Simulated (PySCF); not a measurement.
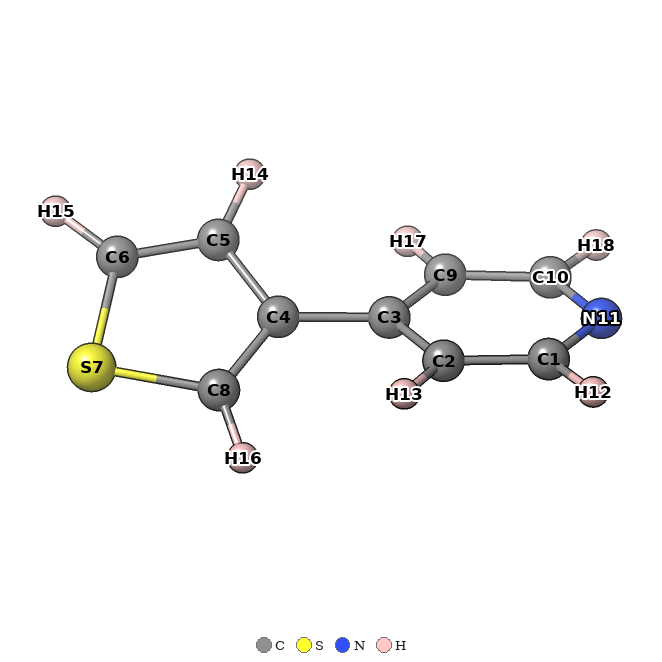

Distant atoms are faded towards the background colour. The geometry was computed by an optimisation with GFN2-xTB. No frequency run is at hand to confirm it as a minimum.

**What is the conformation of the ring C1–C2–C3–C9–C10–N11?**

It is planar. The Cremer–Pople amplitude Q is 0.00 Å.

**Give the torsion angles round the ring, beginning with the bond from its second to its third atom.**

0°, 0°, 0°, 0°, 0°, 0°.
